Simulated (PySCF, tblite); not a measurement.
# C5H6BN− (doublet): geometry, infrared bands and EPR parameters

Aim: predict the infrared bands and EPR parameters of C5H6BN− (doublet) (`[BH2-]c1ccccn1`).

The runs use tblite 0.8.0 and PySCF 2.14.0, with density-fitted response routines of our own; the level of theory stands in each step. All values are computed, except where a source is named. Atoms count from 0, in the outputs and in this text.

## (1) The starting structure

13 atoms, charge -1, multiplicity 2; geometry from: force field or distance geometry start.

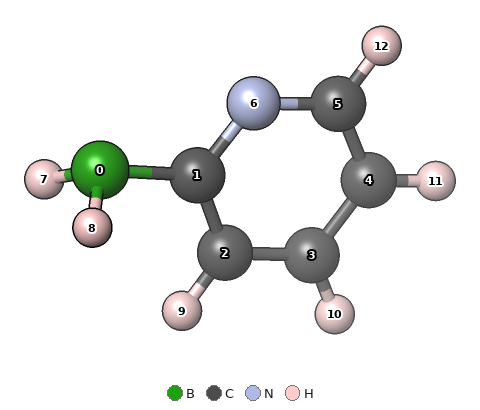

The starting geometry (boron green, carbon dark grey, nitrogen light blue, hydrogen pink), atoms numbered.

## (2) Optimising the geometry with GFN2-xTB

What the job is given:

```
{"job": {"kind": "relax", "xc": "GFN2-xTB", "basis": "xTB"}, "charge": -1, "multiplicity": 2}
B      2.424200    -0.671200     0.091000
C      0.864700    -0.381400     0.038300
C      0.391600     0.916200    -0.096900
C     -0.998400     1.140300    -0.143700
C     -1.872400     0.047700    -0.015200
C     -1.353100    -1.238300     0.121300
N     -0.000500    -1.422800     0.152000
H      2.928500    -0.303200    -0.920300
H      2.911400    -0.097000     1.014400
H      1.055000     1.760200    -0.183300
H     -1.392000     2.133600    -0.250800
H     -2.945800     0.201800    -0.046900
H     -2.017500    -2.085400     0.222400
```

On the command line:

```sh
$ OMP_NUM_THREADS=1 python probes_run.py task.json out
```

The driver reads the jobs from task.json and runs them one after another.

Log:

```text
step      E/eV     max force
  0    -490.07104    2.056
  1    -490.17455    1.381
  2    -490.27106    0.995
  3    -490.37170    0.975
  4    -490.40349    0.477
  5    -490.42276    0.382
  6    -490.43420    0.287
  7    -490.44015    0.239
  8    -490.44486    0.225
  9    -490.45056    0.274
 10    -490.45949    0.344
 11    -490.47318    0.512
 12    -490.49083    0.584
 13    -490.51626    0.585
 14    -490.55100    0.619
 15    -490.58388    0.605
 16    -490.63462    0.750
 17    -490.70032    0.716
 18    -490.77373    0.742
 19    -490.82005    1.392
 20    -490.86414    1.166
 21    -490.94101    0.603
 22    -490.98178    0.540
 23    -491.05850    0.656
 24    -491.10849    0.771
 25    -491.17459    0.651
 26    -491.21778    0.582
 27    -491.25857    0.698
 28    -491.30360    0.685
 29    -491.33896    0.496
 30    -491.35979    0.481
 31    -491.37997    0.457
 32    -491.39896    0.313
 33    -491.42012    0.307
 34    -491.43564    0.280
 35    -491.45009    0.289
 36    -491.45737    0.202
 37    -491.46125    0.220
 38    -491.46414    0.132
 39    -491.46625    0.098
 40    -491.46791    0.089
 41    -491.46873    0.074
 42    -491.46992    0.054
 43    -491.47038    0.045
 44    -491.47063    0.045
 45    -491.47085    0.049
 46    -491.47116    0.050
 47    -491.47146    0.036
 48    -491.47169    0.043
 49    -491.47185    0.041
 50    -491.47200    0.027
 51    -491.47210    0.018
 52    -491.47214    0.015
 53    -491.47216    0.013
 54    -491.47218    0.012
 55    -491.47220    0.009
```

It took 0.24 s on 1 thread of Arm Neoverse V2, shared host.

Step by step: (not every step is listed)

```
step  energy from step 0 (eV)  largest force (eV/Å)
   0                   0.0000                2.0563
   1                  -0.1035                1.3811
   2                  -0.2000                0.9954
   3                  -0.3007                0.9750
   4                  -0.3324                0.4769
   5                  -0.3517                0.3820
   6                  -0.3632                0.2874
   7                  -0.3691                0.2387
   8                  -0.3738                0.2252
  12                  -0.4198                0.5835
  16                  -0.5636                0.7500
  20                  -0.7931                1.1663
  24                  -1.0375                0.7705
  28                  -1.2326                0.6848
  32                  -1.3279                0.3129
  36                  -1.3863                0.2019
  40                  -1.3969                0.0891
  44                  -1.3996                0.0451
  48                  -1.4007                0.0433
  50                  -1.4010                0.0273
  51                  -1.4011                0.0177
  52                  -1.4011                0.0148
  53                  -1.4011                0.0135
  54                  -1.4011                0.0116
  55                  -1.4012                0.0092
```

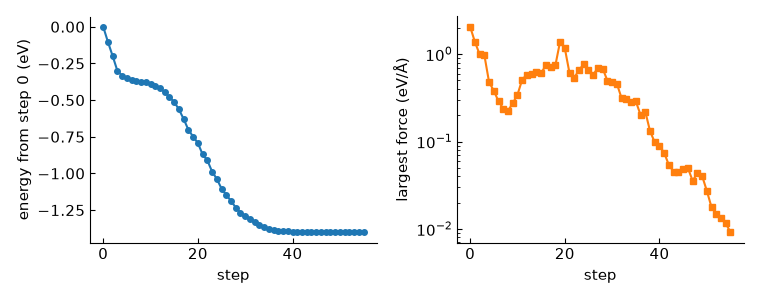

Energy and largest force along the relaxation.

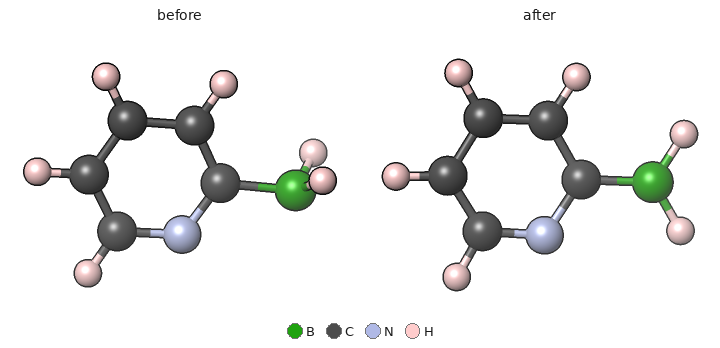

Before and after, at one scale.

Distances of close pairs at the start and the end, largest changes first:

```
  bond  before (Å)  after (Å)  change (Å)
 B0–C1       1.587      1.502      -0.085
 C5–N6       1.365      1.307      -0.058
 C2–C3       1.409      1.363      -0.046
 C1–C2       1.388      1.434      +0.046
 C1–N6       1.359      1.393      +0.034
C3–H10       1.074      1.090      +0.016
C5–H12       1.081      1.096      +0.015
 C2–H9       1.077      1.087      +0.010
```

The final coordinates are the input of the step that follows.

## (3) Infrared spectrum with GFN2-xTB

What the job is given:

```
{"job": {"kind": "ir", "xc": "GFN2-xTB", "basis": "xTB"}, "charge": -1, "multiplicity": 2}
B      2.382663    -0.461425     0.089630
C      0.892806    -0.274853     0.058127
C      0.289621     0.983478    -0.270522
C     -1.061584     1.156559    -0.297187
C     -1.894477     0.057106     0.011938
C     -1.252585    -1.137919     0.320133
N      0.039235    -1.335683     0.351681
H      3.107853     0.455202    -0.164487
H      2.886729    -1.501910     0.362237
H      0.948656     1.815612    -0.502338
H     -1.506853     2.118581    -0.551398
H     -2.975522     0.142230     0.010878
H     -1.860931    -2.016493     0.563580
```

Log:

```text
mode    cm-1     km/mol
  1     141.3      0.90
  2     291.3      0.24
  3     334.1      0.96
  4     380.6      0.39
  5     410.1      2.63
  6     508.1      1.09
  7     598.0      1.53
  8     639.5     24.43
  9     663.0      0.37
 10     736.5     85.23
 11     790.7      1.77
 12     801.7      0.84
 13     812.4     32.56
 14     891.2      1.12
 15     897.7      1.94
 16     964.4      8.95
 17    1060.0     15.80
 18    1113.6      8.01
 19    1143.0      7.34
 20    1164.4     96.87
 21    1201.4     32.04
 22    1306.5     27.04
 23    1320.7     15.49
 24    1375.0     50.48
 25    1402.7     18.08
 26    1462.7     80.53
 27    1586.7    100.11
 28    2365.8    487.90
 29    2453.5    531.57
 30    2868.5    299.73
 31    2927.3    154.82
 32    2984.1    266.29
 33    2998.6    204.37
```

It took 0.24 s on 1 thread of Arm Neoverse V2, shared host.

The strongest bands and the atoms that carry them (share of the mass-weighted mode):

```
cm⁻¹  km/mol                      atoms
1164    96.9  H8 33 %, H7 28 %, C1 22 %
1587   100.1  C3 38 %, C2 26 %, C5 14 %
2366   487.9                    H7 88 %
2454   531.6                    H8 89 %
2868   299.7                   H12 92 %
2927   154.8                   H10 86 %
2984   266.3          H9 77 %, H11 15 %
2999   204.4          H11 75 %, H9 12 %
```

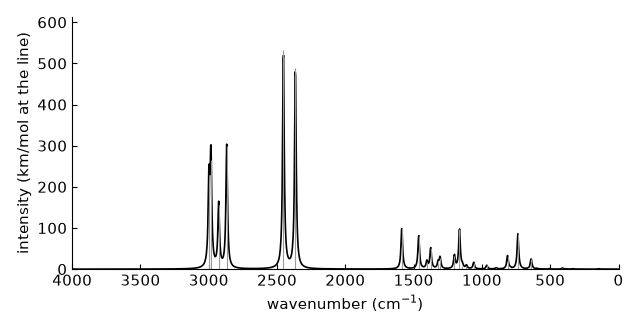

The infrared spectrum from these modes, unscaled. Lines are broadened to a width of 14 cm⁻¹ (Lorentzian).

## (4) EPR parameters: B3LYP/pcH-1

Same as in step 3 but for these lines:

```diff
@@ -1,2 +1,2 @@
-{"job": {"kind": "ir", "xc": "GFN2-xTB", "basis": "xTB"}, "charge": -1, "multiplicity": 2}
+{"job": {"kind": "epr", "basis": "pcH-1"}, "charge": -1, "multiplicity": 2}
 B      2.382663    -0.461425     0.089630
```

Level: UKS B3LYP, pcH-1 on B C H N, non-relativistic, mean-field spin-orbit, GIAO.

Log:

```text
UKS, coarse grid
  cycle   1  E = -273.65987159  |g| = 3.84e-01
  cycle   2  E = -273.59968688  |g| = 5.28e-01
  cycle   3  E = -273.74845479  |g| = 1.61e-01
  cycle   4  E = -273.76048260  |g| = 4.06e-02
  cycle   5  E = -273.76121561  |g| = 1.62e-02
  cycle   6  E = -273.76135969  |g| = 3.94e-03
  cycle   7  E = -273.76137565  |g| = 1.63e-03
  cycle   8  E = -273.76138082  |g| = 1.31e-03
  cycle   9  E = -273.76138323  |g| = 3.82e-04
UKS, final grid
  cycle   1  E = -273.76136988  |g| = 5.48e-04
  cycle   2  E = -273.76136954  |g| = 1.00e-03
  cycle   3  E = -273.76137010  |g| = 1.01e-04
  cycle   4  E = -273.76137011  |g| = 6.82e-05
  cycle   5  E = -273.76137012  |g| = 2.44e-05
  cycle   6  E = -273.76137012  |g| = 6.75e-06
E = -273.76137012 Eh   <S^2> = 0.7605 (exact 0.7500)
g shifts (ppm)      1          2          3
  rmc          -121       -121       -121
  gc            -11         23         23
  oz_so         -10        367       1196
  total        -142        269       1098
hyperfine (MHz)  atom isotope    a_iso     a_fc   dipolar eigenvalues
    0   11B      19.98      19.98    -23.39    -22.06     45.44
    1   13C     -20.24     -20.24     -7.33     -6.14     13.46
    2   13C       5.26       5.26     -8.69     -7.43     16.12
    3   13C     -10.74     -10.74     -0.90      0.02      0.89
    4   13C      23.62      23.62    -22.96    -21.60     44.57
    5   13C     -19.19     -19.19    -12.04      4.43      7.61
    6   14N       7.61       7.61     -9.06     -8.62     17.68
    7    1H     -26.73     -26.73    -12.06      1.50     10.56
    8    1H     -27.84     -27.84    -11.83      1.51     10.32
    9    1H      -7.09      -7.09     -2.38     -1.75      4.13
   10    1H      -0.69      -0.69     -1.73     -0.84      2.57
   11    1H     -18.97     -18.97    -11.70      0.49     11.21
   12    1H       3.52       3.52     -2.73     -0.01      2.74
```

It took 35 s on 1 thread of Arm Neoverse V2, shared host; peak memory 0.85 GiB.

Principal g values 2.00218, 2.00259, 2.00342; g(iso) = 2.00273, against 2.00232 for a free electron.

Mean a(iso) over the nuclei that a row names, and the largest dipolar term of the row (other rows stand at the frozen geometry):

```
nuclei  isotope  a(iso) (MHz)  a(iso) (G, at g = 2.0023)  largest dipolar term (MHz)
H7, H8       1H         -27.3                       -9.7                       -12.1
    C4      13C          23.6                        8.4                        44.6
    C1      13C         -20.2                       -7.2                        13.5
    B0      11B          20.0                        7.1                        45.4
    C5      13C         -19.2                       -6.8                       -12.0
   H11       1H         -19.0                       -6.8                       -11.7
    C3      13C         -10.7                       -3.8                        -0.9
    N6      14N           7.6                        2.7                        17.7
    H9       1H          -7.1                       -2.5                         4.1
    C2      13C           5.3                        1.9                        16.1
   H12       1H           3.5                        1.3                         2.7
   H10       1H          -0.7                       -0.2                         2.6
```

Mulliken spin populations:

B0 0.58; C1 0.07; C2 0.08; C3 -0.02; C4 0.30; C5 -0.10; N6 0.17; H7 -0.03; H8 -0.03; H9 -0.01; H10 0.00; H11 -0.01; H12 0.00

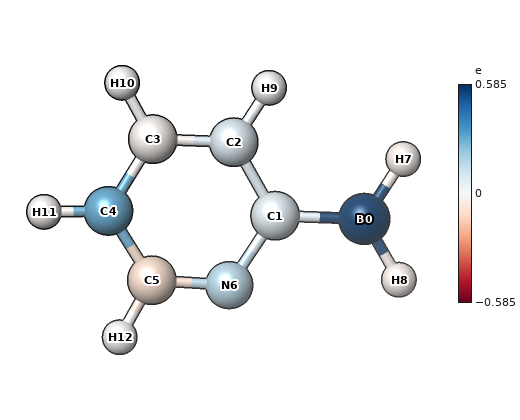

Mulliken spin populations, as colours on the atoms.

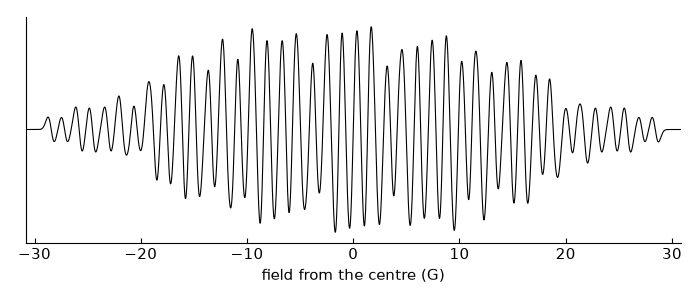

First-order isotropic spectrum (first derivative, main isotopes with spin only, couplings over 0.8 MHz, Gaussian width 0.3 G; couplings of the frozen geometry, rotation of groups not averaged beyond the rows shown).

The fields below are evaluated on a grid from the run's orbitals.

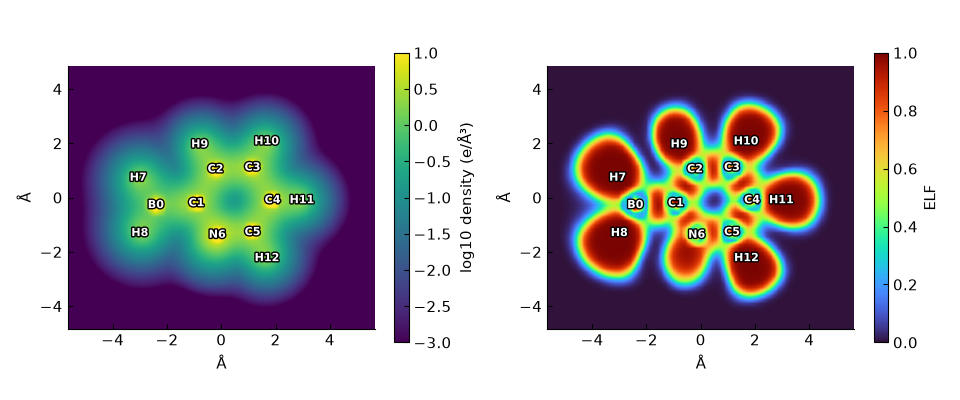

Density (left) and ELF (right) in a plane through or near 13 of the atoms.

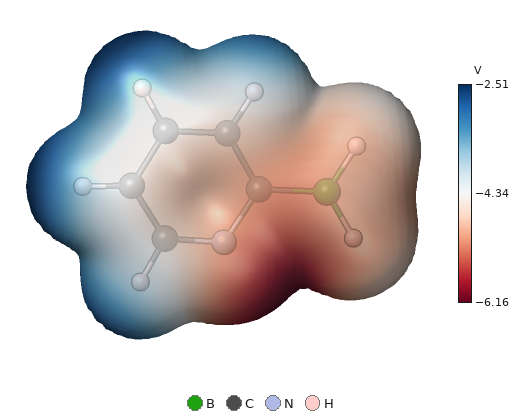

The potential that a unit positive charge feels on the 0.002 e/bohr³ surface, from -6.16 V near N6 to -2.51 V near H11.

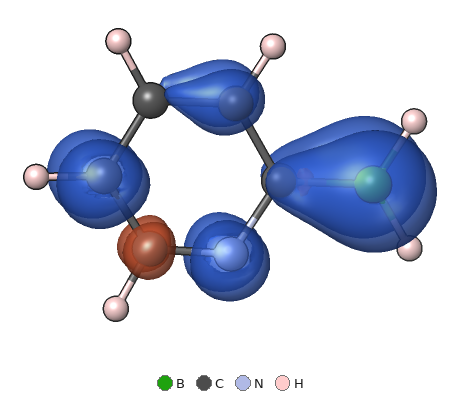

Spin density at ±0.02 e/Å³ (alpha excess blue, beta excess red).

## (5) Summary of results

| quantity | value |
| --- | --- |
| strongest single infrared mode (GFN2-xTB) | 2454 cm⁻¹, 532 km/mol |
| zero-point energy (GFN2-xTB) | 58.0 kcal/mol |
| g(iso) (B3LYP) | 2.00273 |
| ⟨S²⟩ | 0.761 (exact 0.75) |
| largest a(iso) (averaged by class) | 1H on H7, H8, -27.3 MHz |

What this shows: The optimisation took 55 steps and gained 1.401 eV; among the close pairs (by a distance rule), B0–C1 changed most, from 1.587 to 1.502 Å. No mode is imaginary among the 33: a minimum at this level. The strongest single mode, at 2454 cm⁻¹, moves mainly H8. Unscaled tight-binding wavenumbers are off by several per cent, some by more. Its intensities can rank the bands wrongly. The largest share of the spin, 0.58 e, sits on B0. The isotropic g lies 0.4 ppt above the free-electron value. The records flag this anion as possibly unbound in the gas phase, so the basis may hold the extra electron. The conformer search found further structures of the same energy, which may be mirror or relabelled copies of this one.
